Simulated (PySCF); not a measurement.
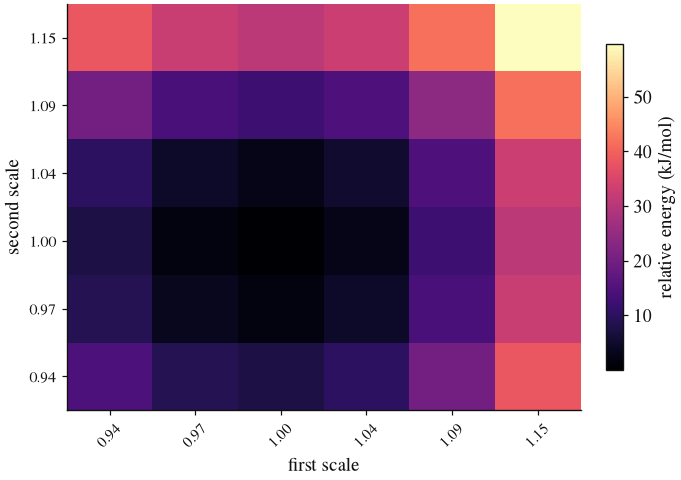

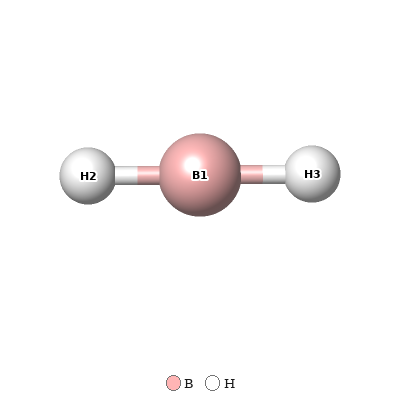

Energy landscape of BH₂⁺, singlet, rigid, from a minimum of the shape that electron-pair counting expects: bond 1-2 scaled first, bond 1-3 second (atom 1 is the central atom; scales multiply the bond lengths of the minimum). PBE0/def2-TZVP in PySCF 2.14.0, restricted determinant, no spin-orbit coupling; energies count from the minimum, which needn't lie on the grid. The map is drawn from 6 × 6 computed points.

### How does the best value of the first coordinate follow the second?

It moves little, from 0.999 to 1.003, as the second goes from 0.94 to 1.15 (from a spline through the points).

### Which computed point is the lowest, and which the highest?

Lowest at 1.00 and 1.00 (0 kJ/mol), highest at 1.15 and 1.15 (60 kJ/mol).
